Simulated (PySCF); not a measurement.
C5H13AlO, SMILES `C[Al](C)OC(C)C`.

Computed with PySCF, r2SCAN/6-311+G**, geometry: GFN2-xTB. No frequency check shows the geometry to be a minimum.

Coordinates in Å:

```
C1      -2.3754    1.6555    0.1272
Al2     -1.2870   -0.0205    0.0348
C3      -2.0265   -1.8463   -0.3183
O4       0.3383    0.1224    0.2872
C5       1.7269    0.1806    0.4002
C6       2.2900    1.1826   -0.6062
C7       2.3275   -1.2076    0.1842
H8      -2.0391    2.3939   -0.6062
H9      -2.2878    2.1369    1.1055
H10     -3.4370    1.4800   -0.0529
H11     -1.8288   -2.5280    0.5138
H12     -1.5664   -2.3019   -1.1999
H13     -3.1050   -1.8423   -0.4821
H14      1.9716    0.5212    1.4181
H15      3.3680    1.2670   -0.4959
H16      1.8370    2.1581   -0.4469
H17      2.0575    0.8537   -1.6169
H18      3.4071   -1.1785    0.3067
H19      2.0879   -1.5551   -0.8183
H20      1.9047   -1.9062    0.9023
```

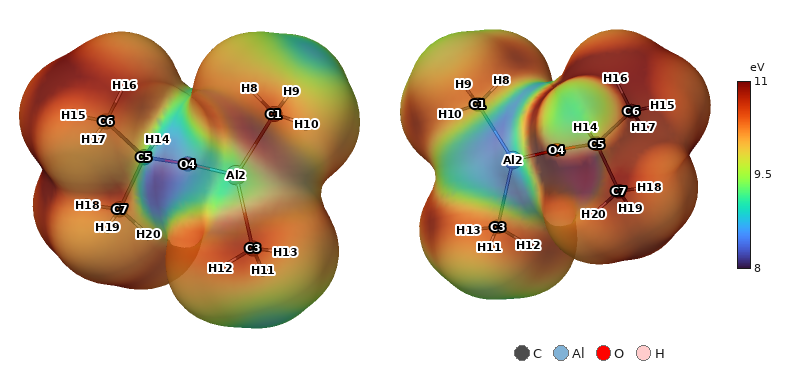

Average local ionisation energy on the surface of electron density 0.001 a.u. (back view left, front view right).

**Where are the most loosely bound electrons on this surface?**

The lowest value is 8.3 eV, near O4 (2.04 Å) and H17 (2.14 Å). Further minima include 8.3 eV, 2.0 Å from O4; 8.8 eV, near H9 (1.84 Å), H10 (1.95 Å), H8 (1.98 Å) and C1 (2.04 Å); 9.3 eV, 1.4 Å from H14. For comparison, the highest occupied orbital lies at −6.1 eV.

**What volume does the surface enclose, and what is the dipole moment?**

About 187 Å³; the dipole moment is 0.6 D.
